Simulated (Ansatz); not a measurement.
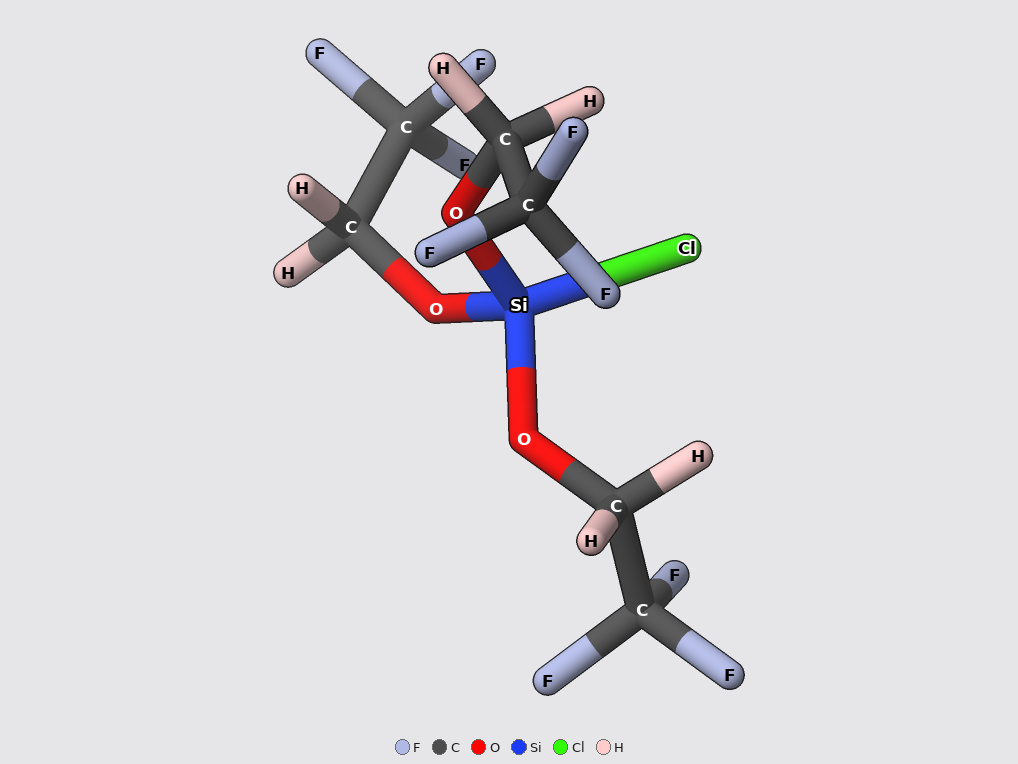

Computed geometry: PBE0-D4/def2-TZVP optimisation. No frequency run is at hand to confirm it as a minimum. Program: Ansatz 0.2.0.

Tabulate dipole (D), HOMO energy (eV), HOMO–LUMO gap (eV) at these levels: B3LYP-D4/def2-TZVPP; PBE-D4/def2-TZVPP; r2SCAN-D4/def2-TZVPP; ωB97M-V/def2-TZVPP.

| level | dipole (D) | HOMO energy (eV) | HOMO–LUMO gap (eV) |
| --- | --- | --- | --- |
| B3LYP-D4/def2-TZVPP | 2.73 | −8.99 | 9.23 |
| PBE-D4/def2-TZVPP | 2.54 | −7.56 | 7.08 |
| r2SCAN-D4/def2-TZVPP | 2.65 | −7.96 | 7.91 |
| ωB97M-V/def2-TZVPP | 2.73 | −11.62 | 13.81 |
